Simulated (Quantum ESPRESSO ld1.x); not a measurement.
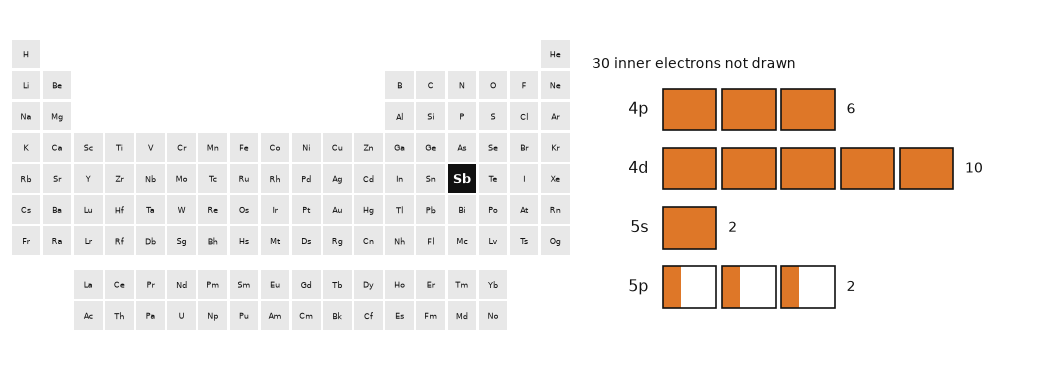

**Figure 1.** Left, the place of antimony in the periodic table; right, the outer shells as the input fills them: a box for each of the 2l + 1 orbitals, shaded by the share of the shell that is filled, with the electron count at the right.

**Run report: Sb⁺, atomic calculation**

- system: the antimony ion Sb⁺ in the configuration [Kr] 4d10 5s2 5p2 (5p1/2: 2).
- method: Dirac Kohn-Sham, PBEsol, spin-unpolarised, spherical densities, point nucleus (Quantum ESPRESSO ld1.x 7.5)

Results in brief:

- outcome: converged
- total energy: −6480.4024 hartree
- kinetic energy: 6838.1698 hartree
- electron–nucleus energy: −15724.8431 hartree
- Hartree energy: 2573.7895 hartree
- exchange–correlation energy: −167.518672 hartree
- radius at density 0.001 e/bohr³: 4.23 bohr
- SCF iterations: 22
- hardware: 1 CPU thread, shared host
- wall time: 0.85 s

Input:
```
 &input
    zed=51.0,
    iswitch=1,
    rel=2,
    dft='PBESOL',
    config='[Kr] 4d10 5s2 5p2',
    rel_dist='energy',
    verbosity='high',
    lsmall=.true.,
    prefix='ld1',
    max_out_wfc=37,
    file_charge='ld1.rho',
 /
```

The program's output:
```
     Program LD1 v.7.5 starts

     --------------------------- All-electron run ----------------------------

     dirac relativistic calculation

     atomic number is 51.00
     dft =PBESOL   lsd =0 sic =0 latt =0  beta=0.20 tr2=1.0E-14
     Exchange-correlation= PBESOL
                           (   1   4  10   8   0   0   0)
     mesh =2069 r(mesh) = 100.70288 a.u. xmin = -8.00 dx = 0.00800
     1 Ry =  13.60569312 eV, c = 137.03599908

     n l j   nl                  e(Ry)          e(Ha)          e(eV)
     Spin orbit split results
     1 0 0.5 1S 1( 2.00)   -2225.369014297   -1112.684507148 -30277.6878939
     2 0 0.5 2S 1( 2.00)    -339.060582133    -169.530291066  -4613.1542306
     2 1 0.5 2P 1( 2.00)    -317.283327647    -158.641663823  -4316.8595890
     2 1 1.5 2P 1( 4.00)    -298.789667963    -149.394833981  -4065.2405306
     3 0 0.5 3S 1( 2.00)     -66.942863327     -33.471431663   -910.8040552
     3 1 0.5 3P 1( 2.00)     -58.041118827     -29.020559414   -789.6896513
     3 1 1.5 3P 1( 4.00)     -54.628960661     -27.314480330   -743.2648744
     4 0 0.5 4S 1( 2.00)     -11.515494534      -5.757747267   -156.6762848
     4 1 0.5 4P 1( 2.00)      -8.504167647      -4.252083823   -115.7050953
     4 1 1.5 4P 1( 4.00)      -7.870759392      -3.935379696   -107.0871369
     3 2 1.5 3D 1( 4.00)     -38.897984056     -19.448992028   -529.2340342
     3 2 2.5 3D 1( 6.00)     -38.188572420     -19.094286210   -519.5819972
     4 2 1.5 4D 1( 4.00)      -3.111474266      -1.555737133    -42.3337640
     4 2 2.5 4D 1( 6.00)      -3.019791554      -1.509895777    -41.0863572
     5 0 0.5 5S 1( 2.00)      -1.504661993      -0.752330997    -20.4719693
     5 1 0.5 5P 1( 2.00)      -0.908226836      -0.454113418    -12.3570556
     5 1 1.5 5P 1( 0.00)      -0.853737775      -0.426868887    -11.6156942
     Averaged results
     1 0     1S 1( 2.00)   -2225.369014297   -1112.684507148 -30277.6878939
     2 0     2S 1( 2.00)    -339.060582133    -169.530291066  -4613.1542306
     2 1     2P 1( 6.00)    -304.954221191    -152.477110595  -4149.1135501
     3 0     3S 1( 2.00)     -66.942863327     -33.471431663   -910.8040552
     3 1     3P 1( 6.00)     -55.766346716     -27.883173358   -758.7398000
     4 0     4S 1( 2.00)     -11.515494534      -5.757747267   -156.6762848
     4 1     4P 1( 6.00)      -8.081895477      -4.040947739   -109.9597897
     3 2     3D 1(10.00)     -38.472337075     -19.236168537   -523.4428120
     4 2     4D 1(10.00)      -3.056464639      -1.528232319    -41.5853199
     5 0     5S 1( 2.00)      -1.504661993      -0.752330997    -20.4719693
     5 1     5P 1( 2.00)      -0.871900795      -0.435950398    -11.8628147

     final scf error:  1.9E-16 reached in  22 iterations

     Etot =  -12960.804897 Ry,   -6480.402449 Ha, -176340.734059 eV

     Ekin =   13676.339587 Ry,    6838.169793 Ha,  186076.079466 eV
     Encl =  -31449.686167 Ry,  -15724.843083 Ha, -427894.778802 eV
     Eh   =    5147.579026 Ry,    2573.789513 Ha,   70036.380560 eV
     Exc  =    -335.037344 Ry,    -167.518672 Ha,   -4558.415282 eV

     normalization and overlap integrals

     s(1S/1S) =  1.000000  <r> =   0.0284  <r2> =    0.0011  r(max) =   0.0184
     LC norm =  0.96486282 + SC norm =  0.03513718 =  1.00000000
     s(1S/2S) =  0.000000
     s(1S/3S) = -0.000000
     s(1S/4S) =  0.000000
     s(1S/5S) =  0.000000
     s(2S/2S) =  1.000000  <r> =   0.1223  <r2> =    0.0177  r(max) =   0.1035
     LC norm =  0.99253872 + SC norm =  0.00746128 =  1.00000000
     s(2S/3S) =  0.000000
     s(2S/4S) =  0.000000
     s(2S/5S) =  0.000000
     s(2P/2P) =  1.000000  <r> =   0.1033  <r2> =    0.0131  r(max) =   0.0802
     LC norm =  0.99251340 + SC norm =  0.00748660 =  1.00000000
     s(2P/3P) =  0.000000
     s(2P/4P) =  0.000000
     s(2P/5P) =  0.000000
     s(2P/2P) =  1.000000  <r> =   0.1088  <r2> =    0.0144  r(max) =   0.0848
     LC norm =  0.99286589 + SC norm =  0.00713411 =  1.00000000
     s(2P/3P) =  0.000000
     s(2P/4P) = -0.000000
     s(2P/5P) =  0.000000
     s(3S/3S) =  1.000000  <r> =   0.3305  <r2> =    0.1250  r(max) =   0.3000
     LC norm =  0.99782593 + SC norm =  0.00217407 =  1.00000000
     s(3S/4S) =  0.000000
     s(3S/5S) =  0.000000
     s(3P/3P) =  1.000000  <r> =   0.3210  <r2> =    0.1198  r(max) =   0.2860
     LC norm =  0.99788189 + SC norm =  0.00211811 =  1.00000000
     s(3P/4P) =  0.000000
     s(3P/5P) =  0.000000
     s(3P/3P) =  1.000000  <r> =   0.3323  <r2> =    0.1282  r(max) =   0.2977
     LC norm =  0.99797809 + SC norm =  0.00202191 =  1.00000000
     s(3P/4P) =  0.000000
     s(3P/5P) =  0.000000
     s(4S/4S) =  1.000000  <r> =   0.7908  <r2> =    0.7077  r(max) =   0.7234
     LC norm =  0.99940010 + SC norm =  0.00059990 =  1.00000000
     s(4S/5S) =  0.000000
     s(4P/4P) =  1.000000  <r> =   0.8325  <r2> =    0.7916  r(max) =   0.7469
     LC norm =  0.99946149 + SC norm =  0.00053851 =  1.00000000
     s(4P/5P) =  0.000000
     s(4P/4P) =  1.000000  <r> =   0.8618  <r2> =    0.8484  r(max) =   0.7712
     LC norm =  0.99949156 + SC norm =  0.00050844 =  1.00000000
     s(4P/5P) = -0.000000
     s(3D/3D) =  1.000000  <r> =   0.3034  <r2> =    0.1093  r(max) =   0.2418
     LC norm =  0.99809409 + SC norm =  0.00190591 =  1.00000000
     s(3D/4D) = -0.000000
     s(3D/3D) =  1.000000  <r> =   0.3070  <r2> =    0.1117  r(max) =   0.2457
     LC norm =  0.99812226 + SC norm =  0.00187774 =  1.00000000
     s(3D/4D) = -0.000000
     s(4D/4D) =  1.000000  <r> =   1.0221  <r2> =    1.2341  r(max) =   0.8421
     LC norm =  0.99963637 + SC norm =  0.00036363 =  1.00000000
     s(4D/4D) =  1.000000  <r> =   1.0353  <r2> =    1.2667  r(max) =   0.8489
     LC norm =  0.99964435 + SC norm =  0.00035565 =  1.00000000
     s(5S/5S) =  1.000000  <r> =   2.1604  <r2> =    5.2801  r(max) =   1.8742
     LC norm =  0.99990857 + SC norm =  0.00009143 =  1.00000000
     s(5P/5P) =  1.000000  <r> =   2.6012  <r2> =    7.7284  r(max) =   2.1994
     LC norm =  0.99993804 + SC norm =  0.00006196 =  1.00000000
     s(5P/5P) =  1.000000  <r> =   2.7029  <r2> =    8.3409  r(max) =   2.2891
     LC norm =  0.99994255 + SC norm =  0.00005745 =  1.00000000

     LC charge = 49.82752561 + SC charge =  0.17247439 = 50.00000000

     ------------------------ End of All-electron run ------------------------
```

Orbitals:

| orbital | occupation | energy (eV) | ⟨r⟩ (bohr) | outer maximum (bohr) |
| --- | --- | --- | --- | --- |
| 1s | 2 | −30277.7 | 0.02843 | 0.0184 |
| 2s | 2 | −4613.2 | 0.1223 | 0.103 |
| 2p1/2 | 2 | −4316.9 | 0.1033 | 0.0802 |
| 2p3/2 | 4 | −4065.2 | 0.1088 | 0.0848 |
| 3s | 2 | −910.804 | 0.3305 | 0.300 |
| 3p1/2 | 2 | −789.690 | 0.3210 | 0.286 |
| 3p3/2 | 4 | −743.265 | 0.3323 | 0.298 |
| 3d3/2 | 4 | −529.234 | 0.3034 | 0.242 |
| 3d5/2 | 6 | −519.582 | 0.3070 | 0.246 |
| 4s | 2 | −156.676 | 0.7908 | 0.723 |
| 4p1/2 | 2 | −115.705 | 0.8325 | 0.747 |
| 4p3/2 | 4 | −107.087 | 0.8618 | 0.771 |
| 4d3/2 | 4 | −42.334 | 1.022 | 0.842 |
| 4d5/2 | 6 | −41.086 | 1.035 | 0.849 |
| 5s | 2 | −20.472 | 2.160 | 1.87 |
| 5p1/2 | 2 | −12.357 | 2.601 | 2.20 |
| 5p3/2 | 0 | −11.616 | 2.703 | 2.29 |

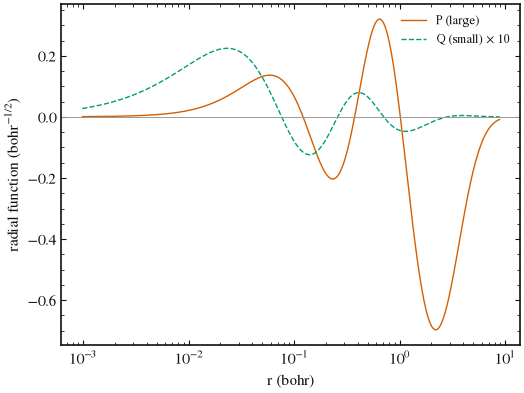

**Figure 2.** The large and small radial components of one occupied spinor. It is 5p1/2. The spinor has κ = 1: the large component has l = 1 and 3 radial nodes (r = 0.122, 0.374 and 1.01 bohr), the small one has l = 0. The small component carries 0.0062 % of the norm; ⟨r⟩ = 2.60 bohr and the eigenvalue is −12.4 eV. The nodes of P give n − l − 1 and its extent picks the shell; Q has as many nodes as P for κ < 0 and one more for κ > 0.

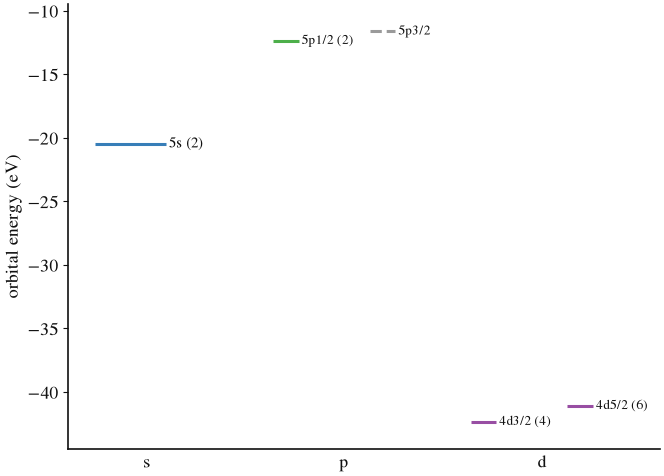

**Figure 3.** The outer levels are drawn by angular momentum (occupations in brackets, the lower j at the left of each column, empty levels dashed). The highest occupied level is 5p1/2 at −12.4 eV. From the top down the occupied levels run 5p1/2 (−12.4 eV), 5s (−20.5 eV), 4d5/2 (−41.1 eV), 4d3/2 (−42.3 eV). The lowest empty level drawn is 5p3/2 at −11.6 eV. Spin-orbit splittings: 5p 0.741 eV, 4d 1.25 eV. The measured ionisation energy (NIST) is 16.6 eV; minus the highest level, 12.4 eV, lies 26 % below it, as is usual for a semilocal functional, whose potential decays too fast.
